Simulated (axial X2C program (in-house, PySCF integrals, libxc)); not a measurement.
**A two-component session on AsO⁻: properties at the nuclei**

Wanted for AsO⁻: properties at the nuclei, at the two-component level.

Computed with an in-house X2C program for linear molecules on PySCF integrals. Level: two-component X2C with atomic mean-field terms, As dyall-acv3z, O dyall-av3z.

All values are calculated.

## (1) The job

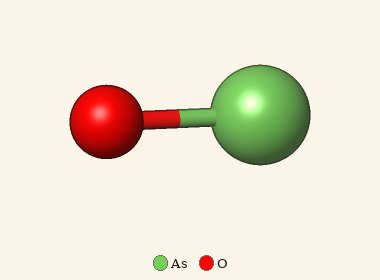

The two atoms at 1.710 Å (arsenic green, oxygen red).

The input, task.json:

```json
{"zs": [33, 8], "q": -1, "bas": ["dyall-acv3z", "dyall-av3z"], "r0": 1.71, "levels": ["PBE0", "HF", "BP86", "LDA", "PBE"], "nst": 3}
```

Keys: zs atomic numbers; q charge; bas basis sets; r0 starting distance in Å; levels methods (HF also brings MP2); nst determinants followed.

Run with:

```bash
> python soeom.py task.json out
```

Nuclei are Gaussian, cores are contracted, and the Gaunt term is on.

## (2) Expectation values, lowest determinant

R = 1.681 Å. State: Ω = 1 (excess of +ω over −ω: ω = -1/2, ω = 3/2).

Output of the PBE0 run:

```text
two-component X2C + atomic mean field  PBE0
basis functions 173  fitting functions 948  grid points 5072
iter        total energy     max residual
   1      -2331.150974353     2.93e+00
   2      -2334.986481324     6.97e-02
   3      -2334.200586206     2.92e-01
   4      -2335.043155765     4.49e-02
   5      -2335.069822517     6.79e-03
   6      -2335.070363066     5.06e-03
   7      -2335.070665216     9.07e-04
   8      -2335.070683637     3.51e-04
   9      -2335.070686580     9.00e-05
  10      -2335.070686935     3.03e-05
  11      -2335.070686958     1.39e-05
  12      -2335.070686960     2.92e-06
  13      -2335.070686961     8.94e-07
converged
one-electron -3424.17960478  Coulomb 1099.59631468  exact exchange -22.74392814  xc functional -70.04118396  nuclear repulsion 83.10695044  atomic mean-field constant -0.80923520
```

The highest occupied spinor is 63% As p, 18% O p, 10% As d.

| level | Eeff magnitude (GV/cm) | Ws magnitude As (kHz) | A∥/gI As (MHz) | qzz As (a.u.) | A∥/gI O (MHz) | qzz O (a.u.) |
| --- | --- | --- | --- | --- | --- | --- |
| PBE0 | 0.109 | 0.0872 | -376 | -0.28 | -33.5 | 0.69 |
| HF | 0.415 | 0.222 | -365 | -0.80 | 38.3 | 0.79 |
| BP86 | 0.0056 | 0.0346 | -338 | -0.15 | -52.1 | 0.63 |
| LDA | 0.112 | 0.0121 | -326 | -0.06 | -60.2 | 0.62 |
| PBE | 0.0253 | 0.048 | -370 | -0.21 | -46.9 | 0.65 |

Eeff is the effective electric field on the electron dipole moment in this Ω state and Ws the scalar–pseudoscalar constant (defined with the proton number Z and per Ω); A∥ is the parallel hyperfine constant, which follows by multiplying with the nuclear g factor gI = μI/(I μN); qzz is the electric field gradient, eQq0 = 234.96 MHz × Q/barn × qzz. The operators were transformed with the bare-nucleus X2C matrices.

## (3) Expectation values, a higher determinant

R = 1.681 Å. State: Ω = 0 (closed shell), 0.57 eV above the lowest in the PBE0 search for states (made at or near this distance, with looser thresholds).

Output of the PBE0 run:

```text
two-component X2C + atomic mean field  PBE0
basis functions 173  fitting functions 948  grid points 5072
iter        total energy     max residual
   1      -2331.126690763     2.93e+00
   2      -2334.959742433     7.36e-02
   3      -2333.800829597     3.42e-01
   4      -2335.018061315     4.84e-02
   5      -2335.047888253     1.04e-02
   6      -2335.049336835     6.56e-03
   7      -2335.049762917     8.03e-04
   8      -2335.049772933     2.12e-04
   9      -2335.049773847     3.36e-05
  10      -2335.049773864     6.42e-06
  11      -2335.049773865     2.10e-06
converged
one-electron -3423.87064488  Coulomb 1099.26763751  exact exchange -22.73082411  xc functional -70.01365763  nuclear repulsion 83.10695044  atomic mean-field constant -0.80923520
```

The highest occupied spinor is 63% As p, 19% O p, 10% As d.

| level | qzz As (a.u.) | qzz O (a.u.) |
| --- | --- | --- |
| PBE0 | -0.26 | 0.65 |
| HF | -0.93 | 0.75 |
| BP86 | -0.14 | 0.60 |
| LDA | -0.06 | 0.61 |
| PBE | -0.16 | 0.61 |

## (4) Expectation values, a higher determinant

R = 1.681 Å. State: Ω = 2 (excess of +ω over −ω: ω = 1/2, ω = 3/2), 0.67 eV above the lowest in the PBE0 search for states (made at or near this distance, with looser thresholds).

Output of the PBE0 run:

```text
two-component X2C + atomic mean field  PBE0
basis functions 173  fitting functions 948  grid points 5072
iter        total energy     max residual
   1      -2331.122329766     2.93e+00
   2      -2334.956028168     7.37e-02
   3      -2333.846028386     3.38e-01
   4      -2335.013905084     4.95e-02
   5      -2335.044264346     1.00e-02
   6      -2335.045604686     6.50e-03
   7      -2335.046017198     8.17e-04
   8      -2335.046027237     2.34e-04
   9      -2335.046028203     3.80e-05
  10      -2335.046028232     1.06e-05
  11      -2335.046028236     5.47e-06
  12      -2335.046028237     3.44e-06
converged
one-electron -3423.74898860  Coulomb 1099.14546747  exact exchange -22.72970778  xc functional -70.01051457  nuclear repulsion 83.10695044  atomic mean-field constant -0.80923520
```

The highest occupied spinor is 64% As p, 18% O p, 10% As d.

| level | Eeff magnitude (GV/cm) | Ws magnitude As (kHz) | A∥/gI As (MHz) | qzz As (a.u.) | A∥/gI O (MHz) | qzz O (a.u.) |
| --- | --- | --- | --- | --- | --- | --- |
| PBE0 | 0.096 | 0.0194 | 446 | -0.36 | 128 | 0.63 |
| HF | 0.451 | 0.0883 | 396 | -0.16 | 146 | 0.42 |
| BP86 | 0.0857 | 0.0173 | 430 | -0.24 | 124 | 0.58 |
| LDA | 0.091 | 0.0183 | 448 | -0.17 | 127 | 0.59 |
| PBE | 0.0853 | 0.0172 | 427 | -0.26 | 124 | 0.59 |

## (5) Results

```
                                        quantity                                            value
                              lowest determinant  Ω = 1 (excess of +ω over −ω: ω = -1/2, ω = 3/2)
                    Eeff magnitude (GV/cm), PBE0                                            0.109
                     Ws magnitude As (kHz), PBE0                                           0.0872
                            A∥/gI As (MHz), PBE0                                             -376
                             qzz As (a.u.), PBE0                                            -0.28
                              higher determinant                             Ω = 0 (closed shell)
         qzz As (a.u.), PBE0, higher determinant                                            -0.26
          qzz O (a.u.), PBE0, higher determinant                                             0.65
                              higher determinant   Ω = 2 (excess of +ω over −ω: ω = 1/2, ω = 3/2)
Eeff magnitude (GV/cm), PBE0, higher determinant                                            0.096
 Ws magnitude As (kHz), PBE0, higher determinant                                           0.0194
        A∥/gI As (MHz), PBE0, higher determinant                                              446
         qzz As (a.u.), PBE0, higher determinant                                            -0.36
```

**Reading.** In the first state, the effective field runs from 0.0056 to 0.415 GV/cm over the mean-field levels, so the levels don't agree on it. The expectation values come from single determinants, which for open shells can mix terms of unlike spin or miss the lowest Ω, so a determinant need not be a state. Eeff is the effective electric field on the electron dipole moment in this Ω state and Ws the scalar–pseudoscalar constant (defined with the proton number Z and per Ω); A∥ is the parallel hyperfine constant, which follows by multiplying with the nuclear g factor gI = μI/(I μN); qzz is the electric field gradient, eQq0 = 234.96 MHz × Q/barn × qzz. The operators were transformed with the bare-nucleus X2C matrices.
